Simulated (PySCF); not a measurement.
# C$_{2}$H$_{10}$BO$_{3}$Si$_{2}$ (doublet): what the fields show

```xyz
18

C    -1.6678    1.2407   -0.6375
O    -1.0638   -0.0170   -0.5054
C    -1.3328   -0.6643    0.7323
Si   -0.0384   -2.0736    0.7391
Si    1.5308   -0.9966   -0.5615
B     1.7044    1.1824    0.2996
O     1.2628    1.2989    1.4339
O     2.2839    1.6828   -0.8069
H    -1.3430    1.9146    0.1646
H    -2.7614    1.1566   -0.6105
H    -1.3580    1.6442   -1.6007
H    -2.3822   -0.9769    0.7707
H    -1.1620    0.0331    1.5590
H     0.2902   -2.4278    2.1276
H    -0.6785   -3.2832    0.1903
H     1.2825   -0.7818   -1.9909
H     2.9074   -1.5378   -0.5251
H     2.5170    2.6120   -0.7902
```

Geometry: GFN2-xTB.

Computed with UKS B3LYP, pcH-1 on B C H O Si, non-relativistic, mean-field spin-orbit, GIAO in PySCF.

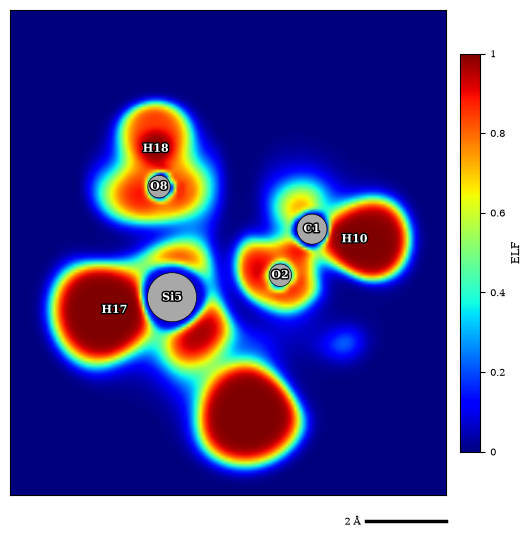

Figure 1. Electron localisation function on the plane of atoms O2, C1 and H10. Grey discs cover the atomic cores.

What do the fields say about this system?

Atoms in the plane: C, O, Si and H. C–O (1.40 Å): the ELF peaks at about 0.90 between the atoms: a shared but strongly polarised pair. O–H (0.96 Å): the ELF climbs to about 1 towards the hydrogen, as it does in any bond to H (an ordinary covalent bond to hydrogen). C–H (1.10 Å): the ELF climbs to about 1 towards the hydrogen: an ordinary covalent bond to hydrogen. The ELF also peaks beside O8, away from the bonds: non-bonding electrons, paired or unpaired.

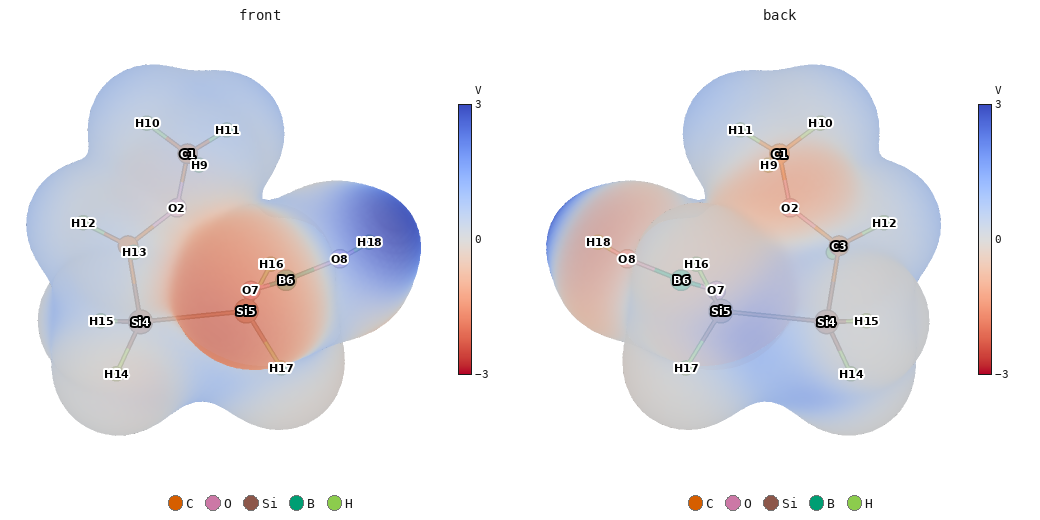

Figure 2. The molecular electrostatic potential painted on the density surface at 0.002 e/bohr³, seen from the front and from behind; the colour scale runs from red (negative) to blue (positive).

Where is the surface potential most negative and most positive?

The most negative region (about −1.8 V, or −42 kcal/mol for a unit charge) lies over O7, the most positive (about +2.9 V, or +67 kcal/mol for a unit charge) over H18. O7 is the likeliest acceptor of a hydrogen bond.
